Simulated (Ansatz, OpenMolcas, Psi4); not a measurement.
**AlClF2 (SMILES [F][Al]([F])[Cl]): methods side by side**

AlClF2 has 4 atoms, charge 0, and is taken as a singlet. SMILES: `[F][Al]([F])[Cl]`. The coordinates come from a PBE0-D4/def2-TZVP relaxation.

```xyz
4

F     0.9972    0.7218    1.1496
Al    0.0693   -0.0508    0.0536
F     0.2735   -1.6538   -0.1647
Cl   -1.3400    0.9828   -1.0386
```

Each level gives the energy change with the F1–Al2 bond stretched from 1.631 to 1.875 Å (eV). The values are calculated.

| level | kind | program | value (eV) |
| --- | --- | --- | --- |
| SVWN5/def2-SVPD (restricted) | LDA | Psi4 | 0.50 |
| PBE/def2-SVPD (restricted) | GGA | Ansatz | 0.37 |
| TPSS/def2-SVPD (restricted) | meta-GGA | OpenMolcas | 0.40 |
| HSE06/def2-SVPD (restricted) | range-separated hybrid | Psi4 | 0.50 |
| wB97M-V/def2-SVPD (restricted) | range-separated hybrid | Ansatz | 0.48 |
| RPA@PBE/def2-SVPD (restricted) | RPA | Ansatz | 0.39 |
| BCCD(T)/def2-SVPD (restricted) | coupled cluster or CI | Ansatz | 0.44 |
| CCSD/def2-SVPD (restricted) | coupled cluster or CI | Ansatz | 0.47 |

The first shape isn't each level's own minimum. The values span 0.37 to 0.50 eV.

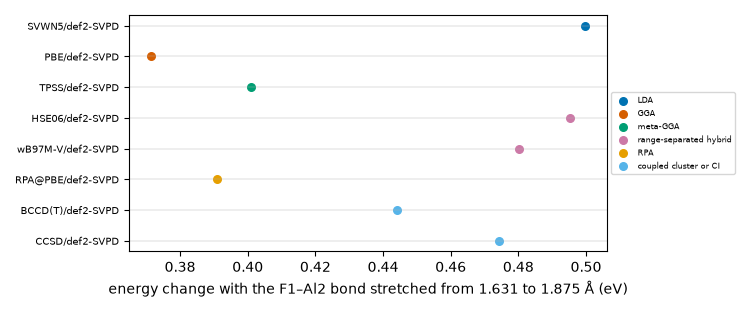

The values of the table, level by level.
